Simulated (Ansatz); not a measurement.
# Elastic response of random rock-salt (Li, K, Na)F solid solution (64 atoms)

How stiff is random rock-salt (Li, K, Na)F solid solution (64 atoms), and how do its levels respond to strain?

Calculated with Ansatz 0.2.0; Kohn-Sham DFT, PBE, PAW (set soft_2), plane waves.

## Step 1: Starting point

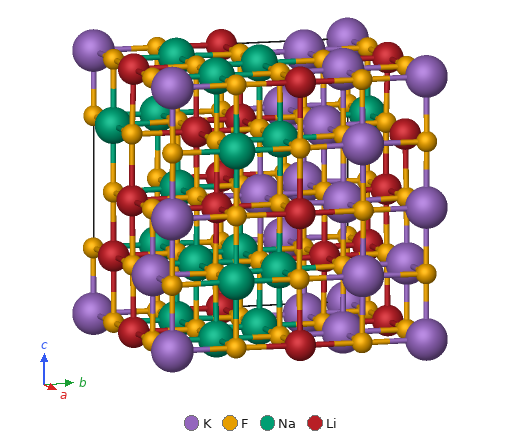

The starting structure, seen slightly off an axis (potassium purple, fluorine orange, sodium teal, lithium red). Some periodic images of atoms are drawn too.

The cell holds 64 atoms: 11 K, 32 F, 11 Na and 10 Li. Cell: a = 9.338 Å, b = 9.338 Å, c = 9.338 Å, α = 90.0°, β = 90.0°, γ = 90.0°. It derives from LiF and NaF and KF. Rock-salt lattice (a = 4.669 Å, the mean of the end members), 2 x 2 x 2 cells, metal sites filled at random with 10 Li, 11 K, 11 Na; not relaxed, displaced by a Gaussian of 0.02 Å.

Limits known from the start: Only the Γ point is sampled.

## Step 2: Single point at the start

A single point comes first, to see the forces before anything moves.

input.yaml reads:

```yaml
crystal:
  lattice:
    - [9.338, 0.0, 0.0]
    - [0.0, 9.338, 0.0]
    - [0.0, 0.0, 9.338]
  atoms:
    - { symbol: K, position: [0.99653, 0.00092, 0.99764] }
    - { symbol: F, position: [0.24863, 0.00164, 7.0e-05] }
    - { symbol: Na, position: [0.99856, 0.25091, 0.2514] }
    - { symbol: F, position: [0.25373, 0.24831, 0.25395] }
    - { symbol: Li, position: [0.24648, 0.00222, 0.25225] }
    - { symbol: F, position: [0.99967, 0.99881, 0.24779] }
    - { symbol: Na, position: [0.24682, 0.24922, 0.0006] }
    - { symbol: F, position: [0.00246, 0.24963, 0.99941] }
    - { symbol: K, position: [0.99569, 0.00096, 0.49924] }
    - { symbol: F, position: [0.25279, 0.99901, 0.49625] }
    - { symbol: Na, position: [0.0025, 0.25233, 0.7482] }
    - { symbol: F, position: [0.25027, 0.25279, 0.75441] }
    - { symbol: Na, position: [0.24911, 0.00033, 0.74909] }
    - { symbol: F, position: [0.00277, 0.99998, 0.75077] }
    - { symbol: Na, position: [0.25248, 0.25394, 0.50065] }
    - { symbol: F, position: [0.00016, 0.25133, 0.50099] }
    - { symbol: Li, position: [0.99908, 0.50326, 0.99783] }
    - { symbol: F, position: [0.2451, 0.50087, 0.99757] }
    - { symbol: K, position: [0.9986, 0.75011, 0.25051] }
    - { symbol: F, position: [0.25042, 0.74896, 0.25044] }
    - { symbol: Na, position: [0.24796, 0.49856, 0.24836] }
    - { symbol: F, position: [0.99855, 0.49925, 0.24964] }
    - { symbol: K, position: [0.2484, 0.7519, 0.00011] }
    - { symbol: F, position: [0.99531, 0.74787, 0.99631] }
    - { symbol: Li, position: [0.99822, 0.50217, 0.49865] }
    - { symbol: F, position: [0.25205, 0.50055, 0.49992] }
    - { symbol: K, position: [0.00348, 0.74831, 0.75246] }
    - { symbol: F, position: [0.25131, 0.75088, 0.74982] }
    - { symbol: Li, position: [0.24719, 0.50055, 0.7508] }
    - { symbol: F, position: [0.00016, 0.50231, 0.74741] }
    - { symbol: K, position: [0.25049, 0.74691, 0.50068] }
    - { symbol: F, position: [0.00211, 0.75073, 0.50007] }
    - { symbol: Li, position: [0.49666, 0.00381, 0.99808] }
    - { symbol: F, position: [0.74968, 0.99959, 0.00087] }
    - { symbol: Na, position: [0.49566, 0.25074, 0.25074] }
    - { symbol: F, position: [0.74988, 0.24632, 0.24747] }
    - { symbol: K, position: [0.74625, 0.00177, 0.25105] }
    - { symbol: F, position: [0.50031, 0.99904, 0.25375] }
    - { symbol: Na, position: [0.74942, 0.25117, 0.99752] }
    - { symbol: F, position: [0.4994, 0.24945, 0.9998] }
    - { symbol: Li, position: [0.49864, 0.9967, 0.49853] }
    - { symbol: F, position: [0.74933, 0.99894, 0.50263] }
    - { symbol: Li, position: [0.49623, 0.25004, 0.74891] }
    - { symbol: F, position: [0.75072, 0.25206, 0.75015] }
    - { symbol: Li, position: [0.75023, 0.99385, 0.74375] }
    - { symbol: F, position: [0.49739, 0.99685, 0.7518] }
    - { symbol: Li, position: [0.75075, 0.25149, 0.49727] }
    - { symbol: F, position: [0.50137, 0.25093, 0.50219] }
    - { symbol: Na, position: [0.49843, 0.4976, 0.99981] }
    - { symbol: F, position: [0.74718, 0.50085, 0.9969] }
    - { symbol: Li, position: [0.5011, 0.75316, 0.25408] }
    - { symbol: F, position: [0.74821, 0.75025, 0.25363] }
    - { symbol: Na, position: [0.75022, 0.49738, 0.24946] }
    - { symbol: F, position: [0.49728, 0.50078, 0.24721] }
    - { symbol: K, position: [0.7498, 0.74907, 0.00111] }
    - { symbol: F, position: [0.5006, 0.74937, 2.0e-05] }
    - { symbol: K, position: [0.5032, 0.50228, 0.49845] }
    - { symbol: F, position: [0.74993, 0.50061, 0.49988] }
    - { symbol: K, position: [0.49968, 0.75077, 0.74894] }
    - { symbol: F, position: [0.74853, 0.7512, 0.74985] }
    - { symbol: Na, position: [0.75163, 0.50155, 0.74679] }
    - { symbol: F, position: [0.50239, 0.49738, 0.75046] }
    - { symbol: K, position: [0.75238, 0.75066, 0.49663] }
    - { symbol: F, position: [0.50082, 0.75313, 0.49944] }
kpoints:
  mp_grid: { grid: [1, 1, 1] }
hamiltonian:
  xc: pbe
scf:
  occupations: { method: fixed }
output:
  forces: true
```

The run is started by

```console
$ ansatz run input.yaml --threads 4 --pin off --max-ram 8192MiB --backend cpu --events-out ev --progress --plain --runs-dir out
```

Numbers of over 12 decimals in the logs are rounded to 6 here.

The log of the run:

```text
[...]
Pseudopotentials: kind: paw
Pseudopotential: K, paw, valence charge 9, recommended cutoff 420 eV (normal), K.paw.azcp
Pseudopotential: F, paw, valence charge 7, recommended cutoff 420 eV (normal), F.paw.azcp
Pseudopotential: Na, paw, valence charge 9, recommended cutoff 420 eV (normal), Na.paw.azcp
Pseudopotential: Li, paw, valence charge 3, recommended cutoff 420 eV (normal), Li.paw.azcp
[... 5 lines on functional and potentials left out ...]
Crystal: 64 atoms, lattice volume = 814.257 Å³
Basis set: ecut = 420 eV, 15895 PW (Γ), exchange–correlation on 128×128×128 points (8 copies of the dense FFT grid, shifted against one another)
Bands: 290, of which v1, the nominal top of the filled ones, is band 226 counted from 1 (225 counted from 0)
Symmetry: 1 space group operations
Space group: P1 (ITA 1), of the structure as read, at distance tolerance 9.3e-5 Å
k-points: 1
[... 9 lines on functional and potentials left out ...]
Initial density: superposition of atomic densities (neutral atoms: chi_scale 0, normalization atom), corrected by the library's trained network
Initial wavefunctions: pseudopotential atomic-orbital guess
[...]
SCF iter   1: F=—  HF=-61254.001185 eV  |F-HF|=—  |Δ(HF+E_count)|=         —  Δρ=1.29e-3  dr2=1.47e-2  ethr=1.77e-3  ⟨swp⟩=5.0  Hψ=932  notcnv=0  defer=61
preconditioner: auto → Resta (q_TF=auto, 2.473 Å⁻¹)  ε∞=2.6  [insulator: Δε(μ)=6.088 eV  Ē_g=20.810 eV  n_scr=202 (ndim 8)  ℏωp=26.3 eV  f_vac=0.073  ε∞_Penn≈2.6]
[...]
SCF iter   7: F=—  HF=-61254.002475 eV  |F-HF|=—  |Δ(HF+E_count)|=   1.28e-6  Δρ=1.33e-5  dr2=8.80e-7  ethr=5.81e-10  ⟨swp⟩=2.0  Hψ=425  notcnv=0  defer=62
SCF iter   8: F=-61254.002475 eV  HF=-61254.002475 eV  |F-HF|=2.87e-8  |Δ(HF+E_count)|=   2.02e-7  Δρ=3.09e-6  dr2=5.10e-8  ethr=2.21e-11  ⟨swp⟩=2.0  Hψ=945  notcnv=0
SCF 1 converged in 8 iterations: F = -61254.002475 eV  dr2 = 5.10e-8
[...]
SCF converged after 8 iterations
Free energy (F): -61254.002475 eV
Harris-Foulkes:  -61254.002475 eV  (|F-HF|=2.87e-8)
Internal energy: -61254.002475 eV  (E = F + TS)
E sigma→0 (E₀):  -61254.002475 eV
Fermi energy:    2.115032 eV
--- Per-component energies (eV) ---
[...]
Σ components = -61254.002475   (vs F -61254.002475, Δ=0.00e0)
--- Forces (eV/Å), atoms counted from 1 ---
  atom   1  K      0.18799109     0.03406127     0.09623876
  atom   2  F      1.42835827     1.09760795     0.36145343
  atom   3  Na     0.09866660     0.04032830    -0.05946713
  atom   4  F     -0.20309352    -0.32386705    -0.09466705
[...]
atom  64  F      0.08552648     1.50450913    -1.56120357
  max |Σ_I F_I| component: 9.08e-4 eV/Å
```

It took 6.4 s on 4 threads of Arm Neoverse V1, shared host; peak memory 0.99 GiB; 21 s of CPU time.

The column dr2 measures how far the density is from self-consistency, as an energy; F and HF (Harris–Foulkes) agree once it is small.

The r.m.s. force at the start is 0.64 eV/Å.

## Step 3: Cell and atoms relaxed

Cell and atoms are freed together, to release stress as well as forces.

input.yaml reads:

```yaml
crystal:
  lattice:
    - [9.338, 0.0, 0.0]
    - [0.0, 9.338, 0.0]
    - [0.0, 0.0, 9.338]
  atoms:
    [... the 64 atom lines of step 2 ...]
kpoints:
  mp_grid: { grid: [1, 1, 1] }
hamiltonian:
  xc: pbe
scf:
  occupations: { method: fixed }
output:
  forces: true
relax:
  f_tol: 0.05
  max_steps: 150
  cell: {}
```

The log of the run:

```text
[...]
Crystal: 64 atoms, lattice volume = 814.257 Å³
Basis set: ecut = 420 eV, 15895 PW (Γ), exchange–correlation on 128×128×128 points (8 copies of the dense FFT grid, shifted against one another)
Bands: 290, of which v1, the nominal top of the filled ones, is band 226 counted from 1 (225 counted from 0)
Symmetry: 1 space group operations
[...]
k-points: 1
[...]
SCF iter   1: F=—  HF=-61254.001185 eV  |F-HF|=—  |Δ(HF+E_count)|=         —  Δρ=1.29e-3  dr2=1.47e-2  ethr=1.77e-3  ⟨swp⟩=5.0  Hψ=932  notcnv=0  defer=61
[...]
SCF iter   8: F=-61254.002475 eV  HF=-61254.002475 eV  |F-HF|=2.86e-8  |Δ(HF+E_count)|=   2.01e-7  Δρ=3.09e-6  dr2=5.09e-8  ethr=2.21e-11  ⟨swp⟩=2.0  Hψ=945  notcnv=0
SCF 1 converged in 8 iterations: F = -61254.002475 eV  dr2 = 5.09e-8
[...]
relax step   1: F+E_penalty+E_count = -61254.00247520 eV  Δ(F+E_penalty+E_count) = +0.000e0 eV  max|allowed force component| = 1.684e0 eV/Å  Δτ_max = 0.0000 Å  P = +9.559 GPa  Ω = 814.257 Å³  (8 SCF iters, dr2 threshold 1.00e-7 eV, accepted)
[... from here on, the SCF cycles and remarks between the steps are left out ...]
relax step   2: F+E_penalty+E_count = -61259.82619168 eV  Δ(F+E_penalty+E_count) = -5.824e0 eV  max|allowed force component| = 8.352e-1 eV/Å  Δτ_max = 0.1949 Å  P = +2.457 GPa  Ω = 872.348 Å³  energy of the carried Pulay correction = -1.582e-1 eV  (8 SCF iters, dr2 threshold 6.40e-6 eV, accepted)
relax step   3: F+E_penalty+E_count = -61261.74602929 eV  Δ(F+E_penalty+E_count) = -1.920e0 eV  max|allowed force component| = 4.091e-1 eV/Å  Δτ_max = 0.1926 Å  P = +0.122 GPa  Ω = 893.399 Å³  energy of the carried Pulay correction = -2.129e-1 eV  (7 SCF iters, dr2 threshold 6.40e-6 eV, accepted)
relax step   4: F+E_penalty+E_count = -61262.46991705 eV  Δ(F+E_penalty+E_count) = -7.239e-1 eV  max|allowed force component| = 3.029e-1 eV/Å  Δτ_max = 0.1927 Å  P = +0.042 GPa  Ω = 893.615 Å³  energy of the carried Pulay correction = -2.135e-1 eV  (7 SCF iters, dr2 threshold 6.40e-6 eV, accepted)
relax step   5: F+E_penalty+E_count = -61262.93467203 eV  Δ(F+E_penalty+E_count) = -4.648e-1 eV  max|allowed force component| = 2.349e-1 eV/Å  Δτ_max = 0.2000 Å  P = -0.049 GPa  Ω = 899.452 Å³  energy of the carried Pulay correction = -2.284e-1 eV  (7 SCF iters, dr2 threshold 5.74e-6 eV, accepted)
relax step   6: F+E_penalty+E_count = -61263.31032485 eV  Δ(F+E_penalty+E_count) = -3.757e-1 eV  max|allowed force component| = 1.543e-1 eV/Å  Δτ_max = 0.1952 Å  P = +0.175 GPa  Ω = 902.655 Å³  energy of the carried Pulay correction = -2.365e-1 eV  (7 SCF iters, dr2 threshold 3.45e-6 eV, accepted)
relax step   7: F+E_penalty+E_count = -61263.59322439 eV  Δ(F+E_penalty+E_count) = -2.829e-1 eV  max|allowed force component| = 1.255e-1 eV/Å  Δτ_max = 0.2000 Å  P = +0.078 GPa  Ω = 910.471 Å³  energy of the carried Pulay correction = -2.563e-1 eV  (8 SCF iters, dr2 threshold 1.49e-6 eV, accepted)
relax step   8: F+E_penalty+E_count = -61263.71493733 eV  Δ(F+E_penalty+E_count) = -1.217e-1 eV  max|allowed force component| = 2.138e-1 eV/Å  Δτ_max = 0.1950 Å  P = +0.103 GPa  Ω = 915.483 Å³  energy of the carried Pulay correction = -2.689e-1 eV  (8 SCF iters, dr2 threshold 9.85e-7 eV, accepted)
relax step   9: F+E_penalty+E_count = -61263.83363783 eV  Δ(F+E_penalty+E_count) = -1.187e-1 eV  max|allowed force component| = 1.319e-1 eV/Å  Δτ_max = 0.2000 Å  P = +0.036 GPa  Ω = 920.284 Å³  energy of the carried Pulay correction = -2.808e-1 eV  (8 SCF iters, dr2 threshold 2.86e-6 eV, accepted)
relax step  10: F+E_penalty+E_count = -61263.78722695 eV  Δ(F+E_penalty+E_count) = +4.641e-2 eV  max|allowed force component| = 6.315e-1 eV/Å  Δτ_max = 0.1981 Å  P = +0.172 GPa  Ω = 923.062 Å³  energy of the carried Pulay correction = -2.877e-1 eV  (8 SCF iters, dr2 threshold 1.09e-6 eV, rejected (line search))
relax step  11: F+E_penalty+E_count = -61263.86414695 eV  Δ(F+E_penalty+E_count) = -3.051e-2 eV  max|allowed force component| = 1.247e-1 eV/Å  Δτ_max = 0.0971 Å  P = -0.098 GPa  Ω = 923.652 Å³  energy of the carried Pulay correction = -2.892e-1 eV  (11 SCF iters, accepted)
relax step  12: F+E_penalty+E_count = -61263.88967896 eV  Δ(F+E_penalty+E_count) = -2.553e-2 eV  max|allowed force component| = 7.264e-2 eV/Å  Δτ_max = 0.1000 Å  P = -0.052 GPa  Ω = 924.145 Å³  energy of the carried Pulay correction = -2.904e-1 eV  (7 SCF iters, dr2 threshold 9.72e-7 eV, accepted)
relax step  13: F+E_penalty+E_count = -61263.91843389 eV  Δ(F+E_penalty+E_count) = -2.875e-2 eV  max|allowed force component| = 5.921e-2 eV/Å  Δτ_max = 0.1500 Å  P = -0.005 GPa  Ω = 925.822 Å³  energy of the carried Pulay correction = -2.946e-1 eV  (8 SCF iters, dr2 threshold 3.30e-7 eV, accepted)
relax step  14: F+E_penalty+E_count = -61263.95871865 eV  Δ(F+E_penalty+E_count) = -4.028e-2 eV  max|allowed force component| = 1.869e-1 eV/Å  Δτ_max = 0.1934 Å  P = +0.024 GPa  Ω = 927.429 Å³  energy of the carried Pulay correction = -2.985e-1 eV  (8 SCF iters, dr2 threshold 2.19e-7 eV, accepted)
[...]
relax step  18: F+E_penalty+E_count = -61264.09782913 eV  Δ(F+E_penalty+E_count) = -8.295e-4 eV  max|allowed force component| = 2.238e-2 eV/Å  Δτ_max = 0.0284 Å  P = +0.002 GPa  Ω = 931.444 Å³  energy of the carried Pulay correction = -3.084e-1 eV  (8 SCF iters, dr2 threshold 1.44e-8 eV, accepted)
relax step  19: F+E_penalty+E_count = -61264.90416587 eV  Δ(F+E_penalty+E_count) = -8.063e-1 eV  max|allowed force component| = 2.243e-2 eV/Å  Δτ_max = 0.0000 Å  P = +1.490 GPa  Ω = 931.444 Å³  stress off target by 1.81e0 GPa  SCF on the basis re-selected at this cell (its energy is not comparable with the rows above)  (10 SCF iters)
relax step  20: F+E_penalty+E_count = -61264.99862145 eV  Δ(F+E_penalty+E_count) = -9.446e-2 eV  max|allowed force component| = 8.820e-2 eV/Å  Δτ_max = 0.2000 Å  P = +0.064 GPa  Ω = 976.237 Å³  energy of the carried Pulay correction = -1.383e-1 eV  (7 SCF iters, dr2 threshold 6.40e-6 eV, accepted)
relax step  21: F+E_penalty+E_count = -61265.01420755 eV  Δ(F+E_penalty+E_count) = -1.559e-2 eV  max|allowed force component| = 9.174e-2 eV/Å  Δτ_max = 0.2000 Å  P = -0.047 GPa  Ω = 984.274 Å³  energy of the carried Pulay correction = -1.698e-1 eV  (8 SCF iters, dr2 threshold 4.86e-7 eV, accepted)
relax step  22: F+E_penalty+E_count = -61265.01056029 eV  Δ(F+E_penalty+E_count) = +3.647e-3 eV  max|allowed force component| = 2.121e-1 eV/Å  Δτ_max = 0.1952 Å  P = -0.025 GPa  Ω = 988.506 Å³  energy of the carried Pulay correction = -1.875e-1 eV  (8 SCF iters, dr2 threshold 5.26e-7 eV, accepted)
relax step  23: F+E_penalty+E_count = -61265.03209502 eV  Δ(F+E_penalty+E_count) = -2.153e-2 eV  max|allowed force component| = 5.226e-2 eV/Å  Δτ_max = 0.1385 Å  P = +0.012 GPa  Ω = 987.795 Å³  energy of the carried Pulay correction = -1.847e-1 eV  (6 SCF iters, dr2 threshold 2.81e-6 eV, accepted)
relax step  24: F+E_penalty+E_count = -61265.03168329 eV  Δ(F+E_penalty+E_count) = +4.117e-4 eV  max|allowed force component| = 2.104e-2 eV/Å  Δτ_max = 0.0812 Å  P = +0.009 GPa  Ω = 988.792 Å³  energy of the carried Pulay correction = -1.888e-1 eV  (8 SCF iters, dr2 threshold 1.71e-7 eV, accepted)
relax step  25: F+E_penalty+E_count = -61265.24587384 eV  Δ(F+E_penalty+E_count) = -2.142e-1 eV  max|allowed force component| = 2.109e-2 eV/Å  Δτ_max = 0.0000 Å  P = +0.130 GPa  Ω = 988.792 Å³  stress off target by 2.10e-1 GPa  SCF on the basis re-selected at this cell (its energy is not comparable with the rows above)  (9 SCF iters)
relax step  26: F+E_penalty+E_count = -61265.23489803 eV  Δ(F+E_penalty+E_count) = +1.098e-2 eV  max|allowed force component| = 1.932e-2 eV/Å  Δτ_max = 0.0823 Å  P = +0.002 GPa  Ω = 994.910 Å³  energy of the carried Pulay correction = -1.523e-2 eV  (8 SCF iters, dr2 threshold 1.10e-7 eV, accepted)
relax step  27: F+E_penalty+E_count = -61265.25157580 eV  Δ(F+E_penalty+E_count) = -1.668e-2 eV  max|allowed force component| = 1.934e-2 eV/Å  Δτ_max = 0.0000 Å  P = +0.012 GPa  Ω = 994.910 Å³  stress off target by 5.26e-2 GPa  SCF on the basis re-selected at this cell (its energy is not comparable with the rows above)  (6 SCF iters)
relax step  28: F+E_penalty+E_count = -61265.24879633 eV  Δ(F+E_penalty+E_count) = +2.779e-3 eV  max|allowed force component| = 1.825e-2 eV/Å  Δτ_max = 0.0376 Å  P = -0.008 GPa  Ω = 996.442 Å³  energy of the carried Pulay correction = -3.697e-3 eV  (9 SCF iters, dr2 threshold 6.90e-9 eV, accepted)
relax step  29: F+E_penalty+E_count = -61265.24730762 eV  Δ(F+E_penalty+E_count) = +1.489e-3 eV  max|allowed force component| = 1.580e-2 eV/Å  Δτ_max = 0.0155 Å  P = -0.007 GPa  Ω = 997.157 Å³  energy of the carried Pulay correction = -5.502e-3 eV  (10 SCF iters, accepted)
relax step  30: F+E_penalty+E_count = -61265.25221170 eV  Δ(F+E_penalty+E_count) = -4.904e-3 eV  max|allowed force component| = 1.581e-2 eV/Å  Δτ_max = 0.0000 Å  P = -0.004 GPa  Ω = 997.157 Å³  stress off target by 2.23e-2 GPa  SCF on the basis re-selected at this cell (its energy is not comparable with the rows above)  (6 SCF iters)
[...]
SCF converged after 6 iterations
Free energy (F): -61265.252212 eV
[...]
Internal energy: -61265.252212 eV  (E = F + TS)
E sigma→0 (E₀):  -61265.252212 eV
Fermi energy:    0.331486 eV
[...]
--- Forces (eV/Å), atoms counted from 1 ---
  atom   1  K      0.00739930     0.00704321    -0.00336114
  atom   2  F     -0.00280788    -0.00114017    -0.00100762
  atom   3  Na     0.00374777     0.00366939     0.00416754
  atom   4  F     -0.01117253    -0.00055034    -0.00970999
  atom   5  Li    -0.00795251    -0.00342713     0.00986054
  atom   6  F      0.00387101     0.00483193    -0.00885853
  atom   7  Na     0.00496233     0.00274488     0.00461808
  atom   8  F     -0.00416782    -0.01009930    -0.00442241
  atom   9  K      0.00307412     0.00036305    -0.00585013
  atom  10  F      0.01005763    -0.00124272     0.00198413
  atom  11  Na    -0.00552613    -0.00109440    -0.00091978
  atom  12  F      0.00575701     0.00507981     0.00140171
  atom  13  Na    -0.00277197     0.00351817    -0.00268643
  atom  14  F     -0.00724430     0.00505742     0.00462083
[...]
atom  63  K     -0.00805756     0.00208154    -0.01032844
  atom  64  F     -0.00797734     0.00055520     0.00591983
  max |Σ_I F_I| component: 2.23e-4 eV/Å
--- Stress (GPa, compression-positive) ---
        0.012671      -0.000649       0.000827
       -0.000650      -0.021660       0.003371
        0.000826       0.003377      -0.003776
  P = ⅓ Tr σ = -0.0043 GPa (-0.043 kbar)
--- Relaxed structure (26 steps of the walk, 25 accepted, 4 SCFs on fresh bases) ---
  F+E_penalty+E_count = -61265.25221170 eV   max|allowed force component| = 1.581e-2 eV/Å   (the final SCF, on the basis selected at the relaxed cell)
  cell:  # Å, volume = 997.1574 Å³
    - [10.116289, 0.022366, 0.081770]
    - [0.022366, 9.719170, -0.040182]
    - [0.081770, -0.040182, 10.142640]
  atoms:
    - { symbol: K, position: [0.954345, 0.020755, 0.982543] }
    - { symbol: F, position: [0.322215, 0.013873, -0.034752] }
    - { symbol: Na, position: [1.013295, 0.252099, 0.259733] }
    - { symbol: F, position: [0.258504, 0.239161, 0.252842] }
[...]
- { symbol: F, position: [0.523480, 0.846076, 0.503658] }
```

Wall time 3.2 min (4 threads); peak memory 1.1 GiB; 12 min of CPU time.

The relaxation converged after 26 steps, with a largest force component of 0.016 eV/Å.

[end of part 1 of 3]

[Logs are printed without paths, hosts, clocks, repeated set-up lines and the standing remarks that a program may print on its own settings, such as how far it seeks lower states.]

[Hosts, paths, dates, database ids (printed as entryN), source tags and the programs' standing remarks are cut or masked in the printed files.]
